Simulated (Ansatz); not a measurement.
System: B$_{2}$H$_{5}$N (SMILES BNB).

The calculation's input:

```
crystal:
  periodic: [false, false, false]
  atoms:
    - { symbol: B, position_ang: [-0.7808, 0.5932, -0.6566] }
    - { symbol: "N", position_ang: [-0.1967, 0.3592, 0.6869] }
    - { symbol: B, position_ang: [0.6213, -0.8944, 0.5329] }
    - { symbol: H, position_ang: [-1.5922, -0.0718, -1.0946] }
    - { symbol: H, position_ang: [-0.4626, 1.5445, -1.3421] }
    - { symbol: H, position_ang: [0.4667, 1.1658, 0.8756] }
    - { symbol: H, position_ang: [0.04684, -1.9849, 0.37782] }
    - { symbol: H, position_ang: [1.75881, -0.91841, 0.55633] }
basis:
  gaussian: { orbitals: def2-SVP }
hamiltonian:
  xc: pbe
  dispersion: d4
relax:
  f_tol: 0.015
  max_steps: 40
output:
  orbitals: {}
```

Launched as:

```sh
ansatz run input.yaml --threads 1 --pin off --max-ram 2048MiB --backend cpu --events-out ev --progress --plain --runs-dir out
```

The fields are those of the relaxed geometry.

Theory: RKS PBE-D4/def2-SVP in Ansatz.

What can the converged electron density and electron localisation function tell about the bonding?

Answer. B–N (1.43 Å): the density is about 1.8 e/Å³ at the midpoint; the ELF peaks at about 0.95 between the atoms: a polar covalent bond.
N–H (1.03 Å): the density is about 2.8 e/Å³ at the midpoint; the ELF climbs to about 1 towards the hydrogen, as it does in any bond to H (a covalent bond by its length).
B–H (1.21 Å): ρ at the midpoint is about 1.2 e/Å³; the ELF climbs to about 1 towards the hydrogen (a covalent bond by its length).

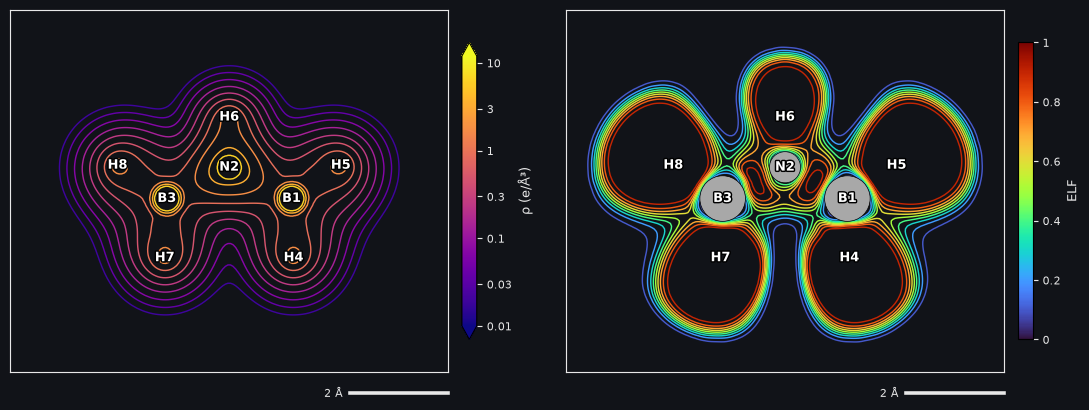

Computed electron density and electron localisation function on the molecular plane, in this order. Grey discs cover the atomic cores in the ELF map. 
